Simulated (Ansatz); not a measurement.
**BCl3···SiH4: density, localisation and related maps**

Input file:

```
crystal:
  periodic: [false, false, false]
  atoms:
    - { symbol: B, position_ang: [-0.038994, 0.394261, 0.093374] }
    - { symbol: Cl, position_ang: [0.038644, 1.333629, 1.650877] }
    - { symbol: Cl, position_ang: [1.438634, 0.047583, -0.77453] }
    - { symbol: Cl, position_ang: [-1.597115, 0.169949, -0.675175] }
    - { symbol: Si, position_ang: [0.132053, -2.631348, 1.035968] }
    - { symbol: H, position_ang: [-0.593688, -2.920255, -0.209778] }
    - { symbol: H, position_ang: [1.560429, -2.908604, 0.819907] }
    - { symbol: H, position_ang: [-0.38699, -3.462191, 2.143992] }
    - { symbol: H, position_ang: [-0.058774, -1.231324, 1.417065] }
basis:
  gaussian: { orbitals: def2-mTZVP }
hamiltonian:
  xc: hf
relax:
  f_tol: 0.03
  max_steps: 50
output:
  orbitals: {}
```

Run with:

```sh
ansatz run input.yaml --threads 4 --pin off --max-ram 5120MiB --backend cpu --events-out ev --progress --plain --runs-dir out
```

The fields are those of the relaxed geometry.

Method: Ansatz 0.2.0, RHF/def2-mTZVP.

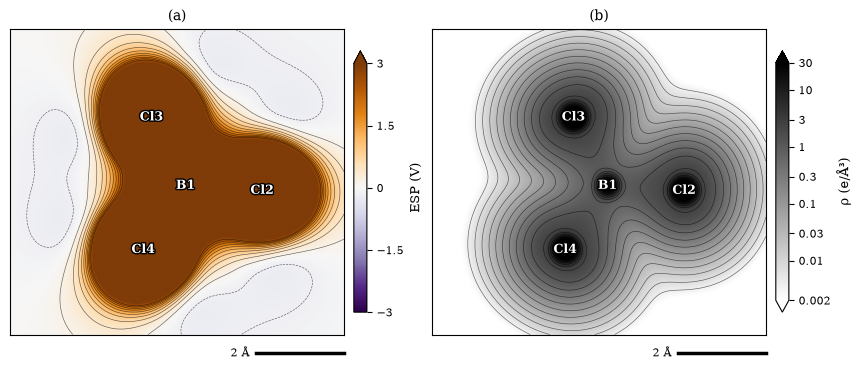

Figure 1. (a) electrostatic potential; (b) electron density on the plane of atoms Cl2, B1 and Cl3.

Question: Describe what can be read from this map.

Answer: Atoms in the plane: B and Cl.
B–Cl (1.75 Å): the density is about 1.4 e/Å³ at the midpoint.
The potential has no marked negative region in this plane.

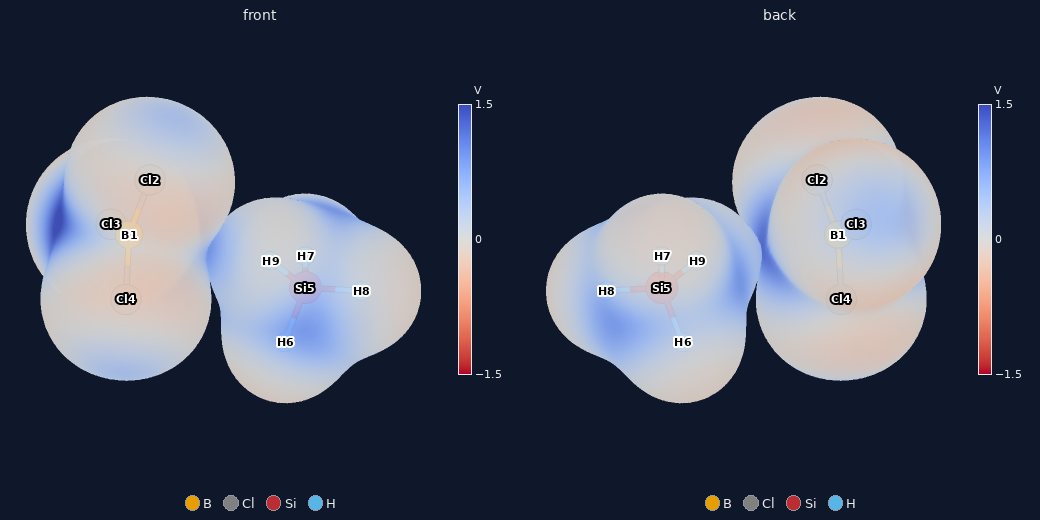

Figure 2. The molecular electrostatic potential painted on the density surface at 0.001 e/bohr³, seen from the front and from behind; the colour scale runs from red (negative) to blue (positive).

Question: Describe the electrostatic potential map.

Answer: The most negative region (about −0.2 V) lies over Cl2, Cl3 and Cl4, the most positive (about +1.4 V) over B1. Cl2 shows a σ-hole: about +0.4 V at the tip opposite its bond, against about −0.1 V on its flanks. Cl3 shows a σ-hole: about +0.4 V at the tip opposite its bond, against about −0.1 V on its flanks. Cl4 shows a σ-hole: about +0.4 V at the tip opposite its bond, against about −0.1 V on its flanks.

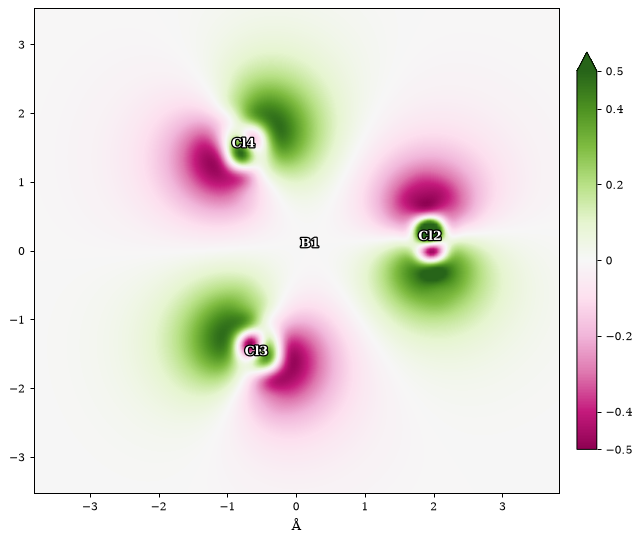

Figure 3. The HOMO on the plane of atoms Cl2, B1 and Cl4 (values in Å⁻³ᐟ²; the overall sign is arbitrary).

Question: Where does this orbital lie, and at what energy?

Answer: By Hirshfeld shares it lies mainly on Cl2 (about 35 %), Cl3 (about 30 %) and Cl4 (about 30 %); largely a combination of lone pairs on Cl2, Cl3 and Cl4. Its energy is −12.52 eV.
